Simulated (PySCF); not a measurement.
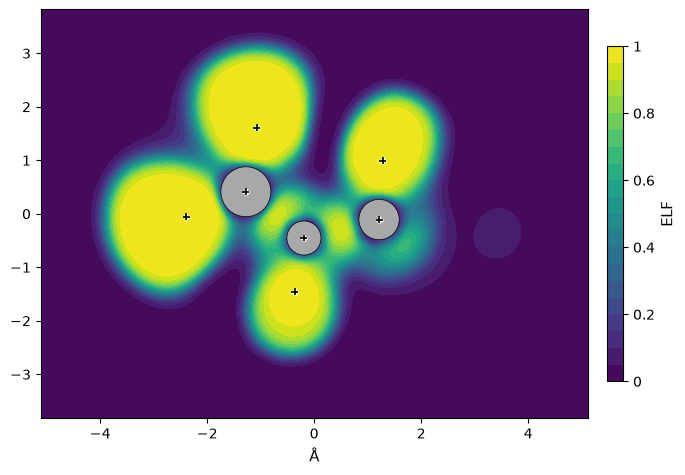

The electron localisation function on a plane through atoms (crosses mark nuclei in the plane; grey discs cover the cores).

The calculation used PBE0/def2-SVPD, SCF density, gas phase in PySCF.

Candidates:
A. C2H8BN (SMILES BNCC)
B. C3H9FSi2 (SMILES FC1C[SiH2][SiH2]C1)
C. C5H10NPSi

**Which candidate gave the map?**

Candidate A: C2H8BN on the plane of atoms N2, B1 and H5, which holds B, N, C and H. B–N (1.39 Å): the ELF peaks at about 0.95 between the atoms; a polar covalent bond. C–N (1.45 Å): the ELF peaks at about 0.95 between the atoms; a covalent bond.
